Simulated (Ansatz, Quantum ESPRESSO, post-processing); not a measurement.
# Mg chain with one atom pushed 1.0 Å aside at constant bond length: ballistic transmission, part 4 of 4

Aim: the zero-bias transmission with pwcond for this junction: Mg chain with one atom pushed 1.0 Å aside at constant bond length.

Quantum ESPRESSO 7.5; plane-wave DFT, PBE, GBRV ultrasoft pseudopotentials; cross-check by Ansatz 0.2.0 with PAW datasets.

So far. Step 3 (Transmission with pwcond.x): At no point does T exceed the number of channels. Step 5 (The open system, with ikind = 2): The message: “init_orbitals (1): Too big atomic spheres”. ikind = 2 asks for a second, right-hand lead, for which no boundary (bdr) or run was given; ikind = 1 fits one lead on both sides.

### 6. Cross-check with Ansatz

A second code with its own PAW datasets, on the same atoms.

Level of this step: plane-wave DFT, PBE, Ansatz PAW (Ansatz 0.2.0).

The input, input.yaml:

```yaml
crystal:
  lattice:
    - [7.5, 0.0, 0.0]
    - [0.0, 7.5, 0.0]
    - [0.0, 0.0, 32.6568542495]
  atoms:
    - { symbol: Mg, position: [0.5, 0.5, 0.0] }
    - { symbol: Mg, position: [0.5, 0.5, 0.0918643289] }
    - { symbol: Mg, position: [0.5, 0.5, 0.1837286578] }
    - { symbol: Mg, position: [0.5, 0.5, 0.2755929867] }
    - { symbol: Mg, position: [0.5, 0.5, 0.3674573156] }
    - { symbol: Mg, position: [0.633333333, 0.5, 0.4540678355] }
    - { symbol: Mg, position: [0.5, 0.5, 0.5406783554] }
    - { symbol: Mg, position: [0.5, 0.5, 0.6325426844] }
    - { symbol: Mg, position: [0.5, 0.5, 0.7244070133] }
    - { symbol: Mg, position: [0.5, 0.5, 0.8162713422] }
    - { symbol: Mg, position: [0.5, 0.5, 0.9081356711] }
kpoints:
  mp_grid: { grid: [1, 1, 4] }
hamiltonian:
  xc: pbe
scf:
  occupations: { method: fermi_dirac, width: 0.1 }
  convergence: { dr2_threshold: 1.0e-08 }
output:
  transmission:
    leads: [[0, 1]]
    e_range: [-2.0, 2.0]
    de: 0.05
    kmesh: [1, 1]
    reduced_basis: true
  write_potential: true
  write_density: true
  volumetric_format: npy
  elf: true
```

On the command line:

```
$ ansatz run input.yaml --threads 4 --pin off --max-ram 8192MiB --backend cpu --events-out ev --progress --plain --runs-dir out
```

Numbers of over 12 decimals in the logs are rounded to 6 here.

What it wrote:

```text
Engine: ansatz 0.2.0, aarch64-unknown-linux-gnu
Pseudopotentials: kind: paw
Pseudopotential: Mg, paw, valence charge 10, recommended cutoff 420 eV (normal), Mg.paw.azcp
Functional definition: PBE
  parameter kappa = 0.804
  parameter beta = 0.066725
  exchange = pbe_x(kappa = kappa, mu = beta*pi^2/3)
  correlation = pbe_c(beta = beta)
Crystal: 11 atoms, lattice volume = 1836.948 Å³
Basis set: ecut = 420 eV, 35893 PW (Γ)
Bands: 66, of which v1, the nominal top of the filled ones, is band 55 counted from 1 (54 counted from 0)
Symmetry: 4 space group operations
Space group: Pmm2 (ITA 25), of the structure as read, at distance tolerance 1.2e-4 Å
k-points: 3 of 4
Non-local potential: Mg, projectors of the file, l = 0: 3, l = 1: 2, l = 2: 1
PAW form: soft (Blöchl's): semilocal exchange-correlation on the pseudo side does not see the compensation charge
PAW one-centre angular grid: Mg, 110 points (default); XC on 64 Gauss nodes
Initial density: superposition of atomic densities (neutral atoms: chi_scale 0, normalization atom), corrected by the library's trained network
Initial wavefunctions: pseudopotential atomic-orbital guess
Functional: x = pbe(κ = 0.804, μ = 0.219515), c = pbe(β = 0.066725)
SCF iter   1: F=—  HF=-21148.582396 eV  |F-HF|=—  |Δ(HF+E_count)|=         —  Δρ=2.23e-3  dr2=2.18e-1  ethr=1.77e-3  ⟨swp⟩=21.3  Hψ=1324  notcnv=0
preconditioner: auto → LDOS  [insulator: Δε(μ)=0.265 eV  Ē_g=3.063 eV  σ=0.100 eV  W_gap=0.52  n_scr=140 (ndim 8)  ℏωp=4.1 eV  f_vac=0.604  D(μ)=5.36/eV (n_scr^D=6)  ε∞_Penn≈2.8  β→1.0]
SCF iter   2: F=—  HF=-21148.572319 eV  |F-HF|=—  |Δ(HF+E_count)|=   1.01e-2  Δρ=5.02e-4  dr2=5.31e-3  ethr=1.98e-4  ⟨swp⟩=2.7  Hψ=282  notcnv=0
SCF iter   3: F=—  HF=-21148.580240 eV  |F-HF|=—  |Δ(HF+E_count)|=   7.92e-3  Δρ=1.09e-4  dr2=3.14e-4  ethr=4.83e-6  ⟨swp⟩=2.3  Hψ=255  notcnv=0
SCF iter   4: F=—  HF=-21148.580535 eV  |F-HF|=—  |Δ(HF+E_count)|=   2.95e-4  Δρ=4.84e-5  dr2=4.51e-5  ethr=2.85e-7  ⟨swp⟩=3.7  Hψ=427  notcnv=0
SCF iter   5: F=—  HF=-21148.580539 eV  |F-HF|=—  |Δ(HF+E_count)|=   3.61e-6  Δρ=8.57e-6  dr2=2.74e-6  ethr=4.10e-8  ⟨swp⟩=2.3  Hψ=391  notcnv=0
SCF iter   6: F=—  HF=-21148.580306 eV  |F-HF|=—  |Δ(HF+E_count)|=   2.33e-4  Δρ=2.02e-6  dr2=1.50e-7  ethr=2.49e-9  ⟨swp⟩=4.0  Hψ=444  notcnv=0
SCF iter   7: F=-21148.580306 eV  HF=-21148.580306 eV  |F-HF|=4.87e-9  |Δ(HF+E_count)|=   2.19e-8  Δρ=4.09e-7  dr2=6.36e-9  ethr=9.09e-12  ⟨swp⟩=12.7  Hψ=576  notcnv=0
SCF 1 converged in 7 iterations: F = -21148.580306 eV  dr2 = 6.36e-9
  greatest PAW one-centre occupation: 1.000 electrons in one spin orbital (limit 2), on the Mg atom at site 4 (counted from 0), in its partial waves of l = 0
transmission: 41 of 246 steps passed
transmission: 82 of 246 steps passed
[...]
transmission: 246 of 246 steps passed
WARN: The output density's exchange-correlation potential varies sharply where the density is thin. Do not read a vacuum level from v_tot or v_xc, or from such a field of the output density. On a cell that repeats whose density bears no net charge and no dipole along the vacuum's axis use v_es (v_loc + v_h of the components); under efield.dipole_correction with no amplitude use v_es + v_field, which holds any externa [...]
SCF converged after 7 iterations
Free energy (F): -21148.580306 eV
Harris-Foulkes:  -21148.580306 eV  (|F-HF|=4.87e-9)
Internal energy: -21148.346223 eV  (E = F + TS)
E sigma→0 (E₀):  -21148.463264 eV
Entropy (-TS):   -0.234083 eV (-21.280 meV/atom)
Fermi energy:    -1.116344 eV
--- Per-component energies (eV) ---
  E_band       = -4767.905787
  E_kinetic    = 804.636509
  E_local      = -27647.466847  (includes V_loc(G=0)·N_el)
  E_nonlocal   = 1064.258583
  E_hartree    = 10857.100073
  E_xc         = -292.214823
  E_vxc        = -375.678888  (∫ρ·V_xc dr)
  E_paw        = -3225.820620  (= ΣΔE_a)
  E_vpaw       = -327.857146  (= ΣTr[D̂ρ^β])
  E_aug_tail   = -0.000030  (compensation charges beyond the density's cutoff)
  E_ewald      = -2708.839067
  E_smearing   = -0.234083  (= −TS)
  E_closure    = 0.000000  (closes the sum)
  Σ components = -21148.580306   (vs F -21148.580306, Δ=0.00e0)
--- Band table (eV) ---
  k-point 0: bands = [... 51 lower, -2.7296, -2.7092, -1.6216, -1.5280, -0.8364, -0.8117, -0.7340, -0.6844, ... 7 higher]
  k-point 1: bands = [... 51 lower, -2.9784, -2.4473, -1.8713, -1.2993, -0.8464, -0.8042, -0.7749, -0.7317, ... 7 higher]
  k-point 2: bands = [... 51 lower, -3.2180, -2.1853, -2.1404, -1.1496, -0.8865, -0.7899, -0.7897, -0.7625, ... 7 higher]
--- Transmission ---
  basis      : 497 plane waves across, 41 finite elements along
  points     : 1, standing for a mesh of 1 x 1
  energies   : 81 from -2.000000 to 2.000000 eV about the Fermi level, 0.050000 eV apart; the leads are filled to 0.000000 eV, and channels, transmission and decay are at 0.000000 eV
  crystal 0  : Mg1, at the sites [0, 1], period 3.0000 Å, over 30.00 Å; its Hamiltonian steps by up to 0.8 meV
    offset         : up to 0.0000 Å between an atom of the period and one for which it stands
    channels       : 0.000000e0 a spin
    conductance    : none, the energies end too early or step too widely for 300 K: set another output.transmission.e_range or a lower de, or, where they end at an eighth of basis.ecutwfc, a higher one
    slowest decay  : 0.0341 /Å at (0.0000, 0.0000)
  junction   : crystal 0 to crystal 0, -1.50 to 28.16 Å
    transmission   : 0.000000e0 a spin
    error estimate : 0.000000e0 a spin from the reduction of the transverse basis, at the most 1.227930e-3 at 1.750000 eV
    conductance    : none, the energies end too early or step too widely for 300 K: set another output.transmission.e_range or a lower de, or, where they end at an eighth of basis.ecutwfc, a higher one
```

Elapsed: 52 s, on 4 threads of Arm Neoverse N1, shared host; peak memory 1.7 GiB.

Numbers from this step:

```
free energy                                  : -21148.5803 eV
energy at zero smearing                      : -21148.4633 eV
smearing term TS                             : 0.2341 eV
Fermi energy                                 : -1.116 eV
symmetry operations                          : 4
step of the lead's Hamiltonian over a period : 0.8 meV
```

Per spin. Transmission against energy, zero at the Fermi level:

| energy (eV) | transmission |
| --- | --- |
| -2.000 | 0.999 |
| -1.800 | 0.998 |
| -1.600 | 0.996 |
| -1.400 | 0.994 |
| -1.200 | 0.990 |
| -1.000 | 0.983 |
| -0.800 | 0.973 |
| -0.600 | 0.957 |
| -0.400 | 0.926 |
| -0.200 | 0.834 |
| 0.000 | 0 |
| 0.200 | 0 |
| 0.400 | 1.40 |
| 0.600 | 1.58 |
| 0.800 | 2.21 |
| 1.000 | 2.52 |
| 1.200 | 2.67 |
| 1.350 | 2.70 |
| 1.400 | 2.69 |
| 1.600 | 2.21 |
| 1.800 | 2.84 |
| 2.000 | 3.22 |

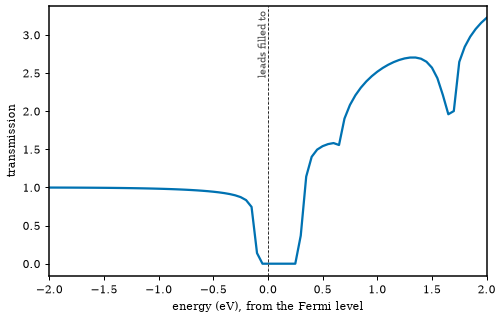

Transmission against energy.

Per spin. Table of open channels by energy, zero at the Fermi level:

| energy (eV) | open channels |
| --- | --- |
| -2.0000 | 1 |
| -1.7500 | 1 |
| -1.5000 | 1 |
| -1.2500 | 1 |
| -1.0000 | 1 |
| -0.7500 | 1 |
| -0.5000 | 1 |
| -0.2500 | 1 |
| 0.0000 | 0 |
| 0.2500 | 0 |
| 0.5000 | 2 |
| 0.7500 | 3 |
| 1.0000 | 3 |
| 1.2500 | 3 |
| 1.5000 | 3 |
| 1.7500 | 4 |
| 2.0000 | 4 |

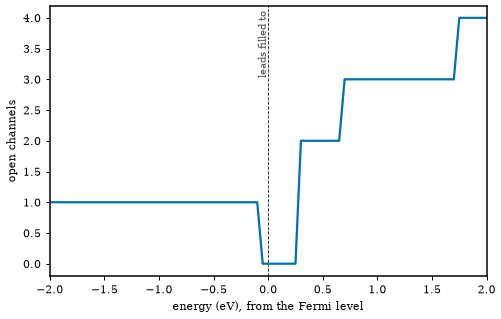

Open channels against energy.

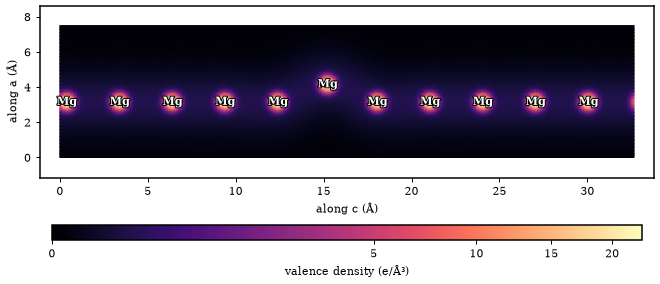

Valence density in the ca plane at fractional y = 0.500, with atoms of Mg within 0.2 Å of it. It is the smooth field of the valence electrons, not physical close to the nuclei. The colour scale is stretched toward low values.

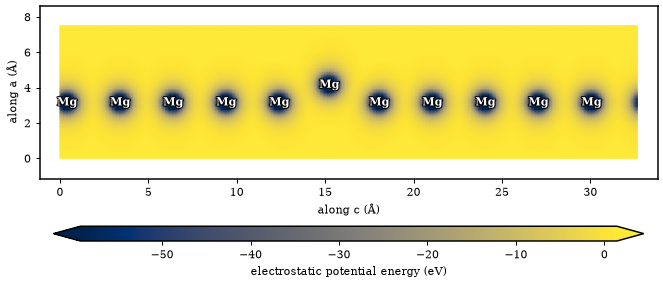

Electrostatic potential energy in the ca plane at fractional y = 0.500, with atoms of Mg within 0.2 Å of it. With pseudopotentials it is smooth inside the atoms' cores, unlike the true potential.

### 7. All levels side by side

All levels:

| step | T at the Fermi level (per spin) | conductance (G0) | r.m.s. T(E) from the first | CPU time of the step (s) | peak memory (GiB) |
| --- | --- | --- | --- | --- | --- |
| Ansatz | 0 | - | 0 | 193.2 | 1.713 |
| pwcond | 0 | 0 | 0.1396 | 2577 | 0.59 |
| pwcond, changed setting | 0 | 0 | 0.1397 | 2715 | 0.61 |

Per spin. The transmission by energy, zero at the Fermi level:

| energy (eV) | Ansatz | pwcond | pwcond, changed setting |
| --- | --- | --- | --- |
| -2.00 | 0.999 | 0.999 | 0.999 |
| -1.70 | 0.997 | 0.997 | 0.997 |
| -1.40 | 0.994 | 0.995 | 0.995 |
| -1.10 | 0.987 | 0.988 | 0.988 |
| -0.80 | 0.973 | 0.971 | 0.971 |
| -0.50 | 0.944 | 0.932 | 0.932 |
| -0.20 | 0.834 | 0.744 | 0.744 |
| 0.00 | 0 | 0 | 0 |
| 0.20 | 0 | 0 | 0 |
| 0.50 | 1.54 | 1.53 | 1.53 |
| 0.80 | 2.21 | 2.26 | 2.26 |
| 1.10 | 2.61 | 2.60 | 2.60 |
| 1.30 | 2.70 | 2.69 | 2.69 |
| 1.40 | 2.69 | 2.62 | 2.62 |
| 1.70 | 2.00 | 2.69 | 2.69 |
| 2.00 | 3.22 | 3.29 | 3.29 |

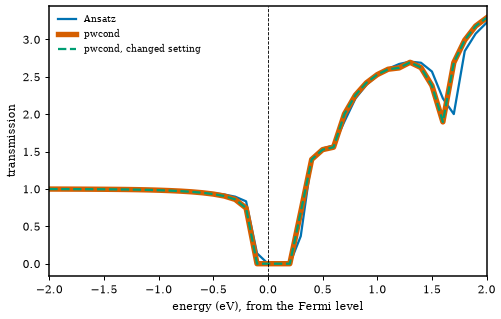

Transmission, plotted against energy.

### 8. Summary of results

```
conductance by pwcond, in doubt : 0 G₀
conductance by Ansatz           : 0 G₀
```

What this shows: pwcond (PBE, GBRV ultrasoft) gives 0 G₀ and Ansatz (PAW) 0 G₀ a cell at the Fermi level; both codes find a gap in the lead at the Fermi level, so the value says nothing about the junction. No independent third code was run. In the second code the Fermi level lies in a gap of the lead, so a small shift of that gap decides the value. The geometry is as built, not relaxed, and the leads are short.

[Logs are printed without paths, hosts, clocks, repeated set-up lines and the standing remarks that a program may print on its own settings, such as how far it seeks lower states.]

[Hosts, paths, dates, database ids (printed as entryN), source tags and the programs' standing remarks are cut or masked in the printed files.]

[Maps of the electrostatic potential energy from Ansatz leave out the sawtooth potential of an applied field or a dipole correction, so their vacuum need not be flat; planar profiles and work functions include it.]
